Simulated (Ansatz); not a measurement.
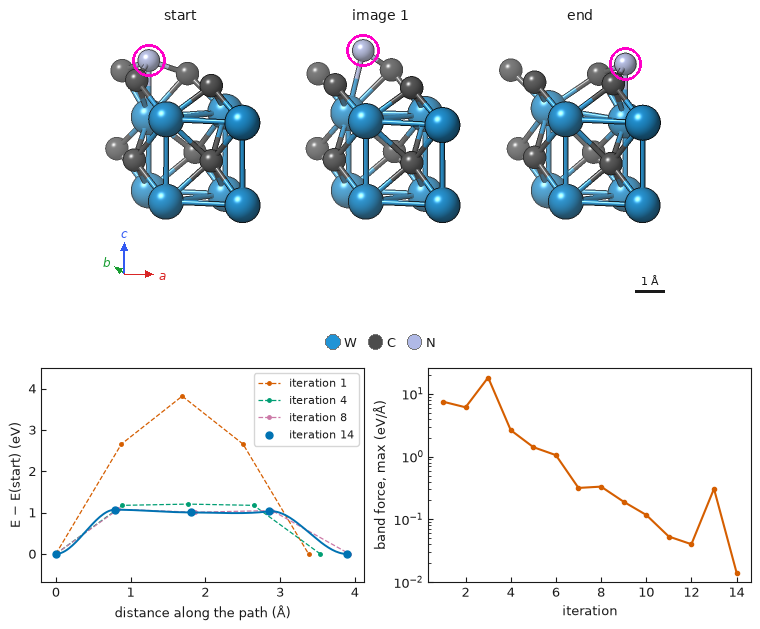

A search for the minimum-energy path of N on WC(001) (17 atoms in the cell) by the nudged elastic band. Images are numbered from 0 (start) to 4 (end). The plot follows the band through its iterations. The picture is a ball-and-stick view of the simulation cell, with the vacuum cut short (origin moved), seen slightly off an axis. The moving atom is ringed, with any periodic copies. Bonds to atoms that aren't drawn are left out.

All numbers below come from DFT PBE-D3(BJ), scalar-relativistic, plane waves, PAW (Ansatz). Set-up: plane-wave cutoff 420 eV; k-point mesh 5 × 5 × 1; Fermi-Dirac smearing 0.1 eV; 4 atoms held fixed; 3 movable images; climbing image; force threshold 0.03 eV/Å; iteration limit 59; starting path by image-dependent pair potential.

Q: How did the profile develop, and is the result final?

A: The run is converged, with reservations. The band converged in 14 iterations. The largest component of the band force went from 7.5 to 0.014 eV/Å. The climbing image converged on the top of the path. A check of its curvatures didn't confirm a first-order saddle. The first iteration put the highest image at 3.82 eV. The two ends have the same energy, and the highest point, image 1, lies 1.07 eV above the start.

Limits of the set-up: the cell has an odd number of electrons but was run without spin polarisation; the periodic images lie only 5.7 Å apart, so the values are limited by the cell's size.

Cost: 30 min on 4 threads of Arm Neoverse V2 (shared host), peak memory 2.8 GiB.

PAW datasets: the set soft_1.
